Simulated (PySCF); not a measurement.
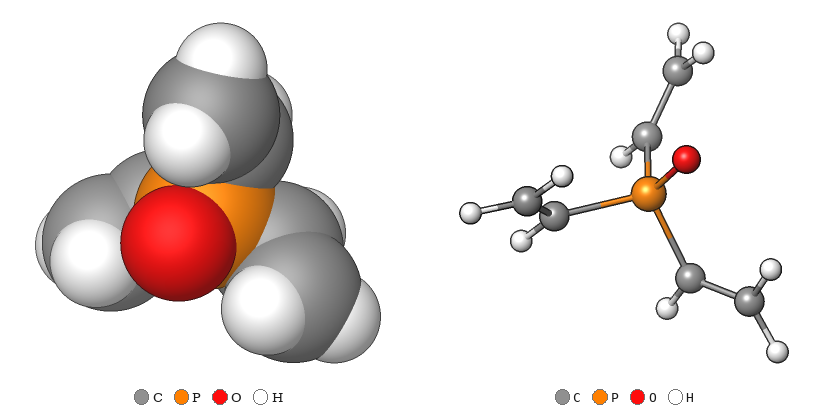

Two views of one molecule.

The computed structure is the end point of a PBE0-D3(BJ)/def2-SVP optimisation. No frequency run is at hand to confirm it as a minimum.

Question: Which formula does it have?

Answer: C₆H₉OP, 17 atoms: 6 carbon, 9 hydrogen, 1 oxygen and 1 phosphorus.

Question: How many sets of symmetry-equivalent atoms are there?

Answer: 8: 3 C, 3 C, 1 P, 1 O, 3 H, 2 H, 3 H, 1 H.

Question: Which point group does it belong to?

Answer: C3v.

Question: What is its SMILES?

Answer: C=CP(=O)(C=C)C=C

The parts below concern this one geometry. Atoms keep their numbers from picture to picture.

**Electronic properties**

No frequency run is at hand to confirm it as a minimum. Method: PBE0/6-31G*, gas phase (PySCF 2.14.0).

What does the calculation give?

- dipole moment: 3.42 D
- HOMO energy (Kohn–Sham orbital): −7.45 eV
- LUMO energy (Kohn–Sham orbital): −0.51 eV
- HOMO–LUMO gap: 6.93 eV

**NMR shielding**

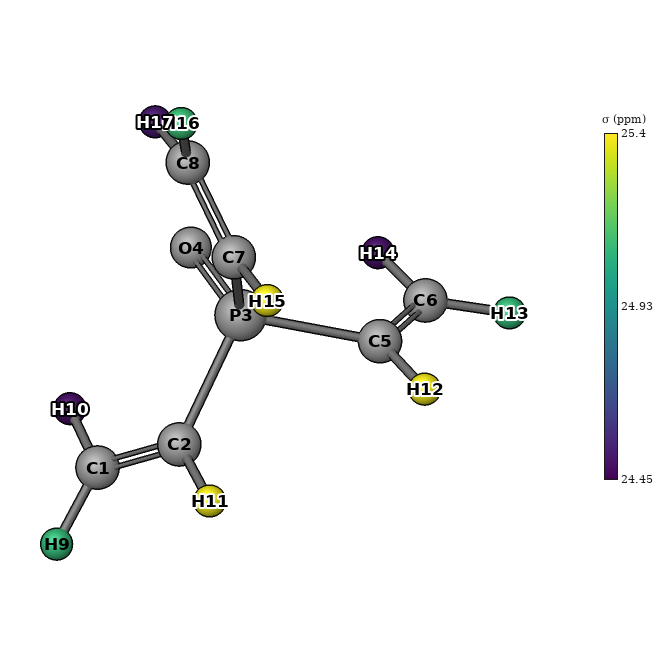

Atoms are coloured by their isotropic NMR shieldings (H only, the others grey). No frequency run is at hand to confirm it as a minimum. Properties computed with GIAO BHandHLYP/pcSseg-1 NMR shielding, non-relativistic, gas phase (PySCF 2.14.0).

List the isotropic NMR shieldings of the H atoms.

```csv
atom,σ (ppm)
H9,25.09
H10,24.49
H11,25.37
H12,25.38
H13,25.09
H14,24.50
H15,25.37
H16,25.10
H17,24.52
```

**Quadrupole coupling**

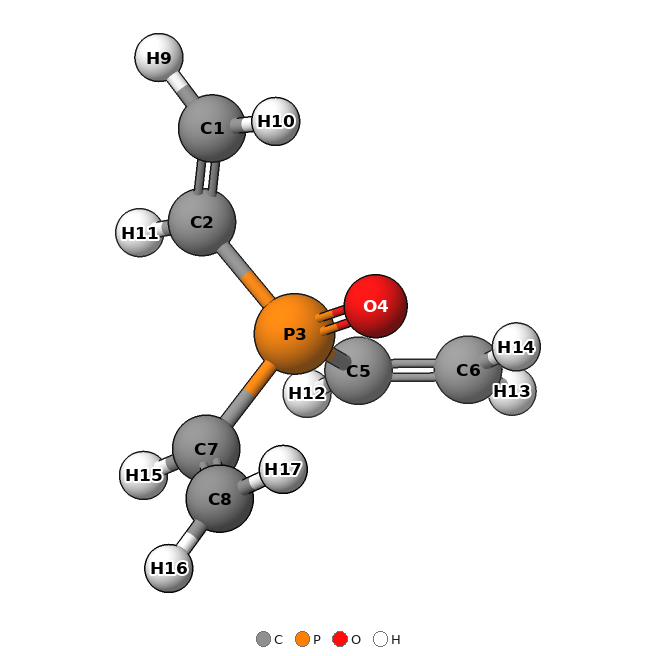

No frequency run is at hand to confirm it as a minimum. Electric field gradients from the ground-state density, PBE0/STO-3G (PySCF 2.14.0), non-relativistic apart from any core potentials.

Give the largest field-gradient component, the quadrupole coupling constant and the asymmetry for 17O at O4 (Q = −25.6 mb), 2H at H9 (Q = 2.86 mb), 2H at H10 (Q = 2.86 mb).

```json
{"atom": "O4", "V_zz (a.u.)": "2.236", "e²qQ/h (MHz)": "−13.45", "η": "0.00"}
{"atom": "H9", "V_zz (a.u.)": "0.299", "e²qQ/h (MHz)": "0.201", "η": "0.01"}
{"atom": "H10", "V_zz (a.u.)": "0.289", "e²qQ/h (MHz)": "0.194", "η": "0.03"}
```
